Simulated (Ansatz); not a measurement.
# C2H5BrSi: rigid scan of one bond length

How does the energy of C2H5BrSi change as one bond is stretched? Wanted for C2H5BrSi: a rigid scan of one bond length.

Program: Ansatz 0.2.0 through its Python package. Level of theory: PBE0+D4/def2-SVP. These are calculated values, not measurements.

**1. The structure**

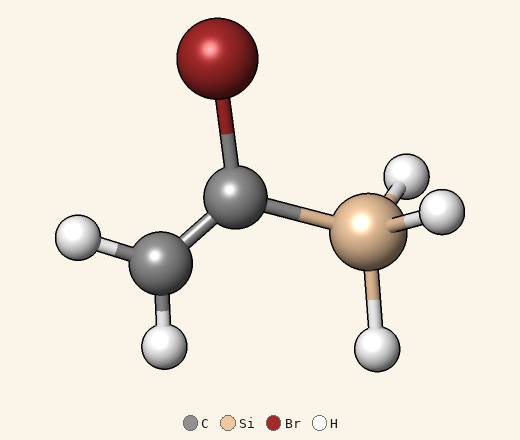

The starting structure, viewed from a chosen angle; carbon grey, silicon light orange, bromine red, hydrogen white.

The script holds or builds the structure itself.

**2. The code**

The input, scan_c2h5brsi.py:

```python
"""Stretching a bond of C2H5BrSi, the rest held rigid."""

import logging
import sys
import warnings

import ansatz as az
import matplotlib.pyplot as plt
import numpy as np

logging.basicConfig(stream=sys.stdout, format="[%(levelname)s] %(message)s")
log = logging.getLogger("calc")
log.setLevel(logging.INFO)

GEOMETRY = """
C    -0.44210    1.35050   -0.51190
C    -0.19220    0.08830   -0.62030
Si    0.39470   -0.94400    0.77030
Br   -0.30210   -0.80640   -2.25670
H    -0.84710    1.94970   -1.39990
H    -0.39210    1.96240    0.40610
H     1.80040   -1.49440    0.48410
H    -0.46870   -2.05020    1.05290
H     0.53770   -0.10220    2.05830
"""


def main() -> None:
    warnings.simplefilter("ignore", az.DeckWarning)

    geometry = az.Crystal.molecule()
    for line in GEOMETRY.strip().splitlines():
        symbol, *xyz = line.split()
        geometry = geometry.atom(symbol, [float(v) for v in xyz])

    symbols = [site.symbol for site in geometry.cartesian_sites]
    start = np.array([site.position_ang for site in geometry.cartesian_sites])
    axis = (start[8] - start[2]) / np.linalg.norm(start[8] - start[2])
    moving = [8]
    lengths, energies = [1.31, 1.42, 1.55, 1.7, 1.93, 2.32, 2.78, 3.4], []
    for length in lengths:
        xyz = start.copy()
        xyz[moving] += (length - np.linalg.norm(start[8] - start[2])) * axis
        point = az.Crystal.molecule()
        for symbol, place in zip(symbols, xyz):
            point = point.atom(symbol, place.tolist())
        calc = point.calculation()
        calc = calc.basis(gaussian="def2-SVP")
        calc = calc.functional("pbe0", dispersion="d4")
        rep = calc.run().report
        energies.append(rep["free_energy_ev"])
        log.info(f"r = {length:6.3f} A  E = {energies[-1]:.5f} eV  <S^2> = {abs(rep['mean_field']['state']['spin_squared']):.3f}")

    print("energy above the lowest point (eV):", [round(e - min(energies), 3) for e in energies])
    plt.figure(figsize=(4.5, 3))
    plt.plot(lengths, np.array(energies) - min(energies), "o-")
    plt.xlabel("bond length (A)")
    plt.ylabel("E - E(min) (eV)")
    plt.tight_layout()
    plt.savefig("scan.png", dpi=100)


if __name__ == "__main__":
    main()
```

**3. The input behind the calls**

The package turns the script's settings into the engine's input (first run):

```yaml
crystal:
  periodic: [false, false, false]
  atoms:
    - { symbol: C, position_ang: [-0.4421, 1.3505, -0.5119] }
    - { symbol: C, position_ang: [-0.1922, 0.0883, -0.6203] }
    - { symbol: Si, position_ang: [0.3947, -0.944, 0.7703] }
    - { symbol: Br, position_ang: [-0.3021, -0.8064, -2.2567] }
    - { symbol: H, position_ang: [-0.8471, 1.9497, -1.3999] }
    - { symbol: H, position_ang: [-0.3921, 1.9624, 0.4061] }
    - { symbol: H, position_ang: [1.8004, -1.4944, 0.4841] }
    - { symbol: H, position_ang: [-0.4687, -2.0502, 1.0529] }
    - { symbol: H, position_ang: [0.515923922178574, -0.23038952664389123, 1.8621630193426801] }
basis:
  gaussian:
    orbitals: def2-SVP
hamiltonian:
  xc: pbe0
  dispersion: d4
```

**4. Launch**

Launch:

```sh
python scan_c2h5brsi.py
```

The program printed:

```text
[INFO] r =  1.310 A  E = -80051.47563 eV  <S^2> = 0.000
[INFO] r =  1.420 A  E = -80051.82662 eV  <S^2> = 0.000
[INFO] r =  1.550 A  E = -80051.86060 eV  <S^2> = 0.000
[INFO] r =  1.700 A  E = -80051.60679 eV  <S^2> = 0.000
[INFO] r =  1.930 A  E = -80050.95884 eV  <S^2> = 0.000
[INFO] r =  2.320 A  E = -80049.68402 eV  <S^2> = 0.000
[INFO] r =  2.780 A  E = -80048.40624 eV  <S^2> = 0.000
[INFO] r =  3.400 A  E = -80047.21253 eV  <S^2> = 0.000
energy above the lowest point (eV): [0.385, 0.034, 0.0, 0.254, 0.902, 2.177, 3.454, 4.648]
```

Run time: 34 s. Hardware: 1 thread of Arm Neoverse V2, shared host; peak memory 0.32 GiB.

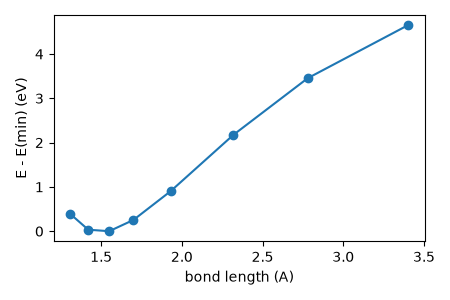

scan.png, as the script drew it.

**5. What changed from run to run**

The engine's inputs for some of the other runs:

Run 2, against run 1:

```diff
@@ -12 +12 @@
-    - { symbol: H, position_ang: [0.515923922178574, -0.23038952664389123, 1.8621630193426801] }
+    - { symbol: H, position_ang: [0.5261030301477672, -0.1704680365147524, 1.9538461736386303] }
```

Run 3, against run 1:

```diff
@@ -12 +12 @@
-    - { symbol: H, position_ang: [0.515923922178574, -0.23038952664389123, 1.8621630193426801] }
+    - { symbol: H, position_ang: [0.5381328850204501, -0.09965172999849727, 2.062198992352026] }
```

Run 4, against run 1:

```diff
@@ -12 +12 @@
-    - { symbol: H, position_ang: [0.515923922178574, -0.23038952664389123, 1.8621630193426801] }
+    - { symbol: H, position_ang: [0.5520134867966227, -0.01794060709512607, 2.1872214754828674] }
```

**6. The engine's runs**

One row for each of the 8 runs:

| run | distance (Å) | energy from run 3 (eV) | SCF cycles | CPU time (s) |
| --- | --- | --- | --- | --- |
| 1 | 1.31 | 0.3850 | 16 | 3.2 |
| 2 | 1.42 | 0.0340 | 16 | 3.2 |
| 3 | 1.55 | 0.0000 | 16 | 3.3 |
| 4 | 1.70 | 0.2538 | 16 | 5.2 |
| 5 | 1.93 | 0.9018 | 16 | 7.5 |
| 6 | 2.32 | 2.1766 | 16 | 3.6 |
| 7 | 2.78 | 3.4544 | 16 | 3.1 |
| 8 | 3.40 | 4.6481 | 19 | 3.3 |

**7. Results**

| quantity | value |
| --- | --- |
| runs compared | 8 |
| range of energy | 4.648 eV |
| lowest point, distance (Å) | 1.55 |

What this shows: The lowest point, at 1.55, lies inside the range. The ends stand 0.385 and 4.65 eV above it. The distance scanned is the script's pair 2, 8. The rest of the molecule is held rigid at a force-field or estimated start geometry, and the basis set is modest; single-reference methods fail as a bond breaks. The orbitals are restricted, so S² is zero by construction. Toward dissociation an unrestricted state can lie under the restricted one, by tenths of an eV for polar bonds under a functional and by 1 to 2 eV or more for others.
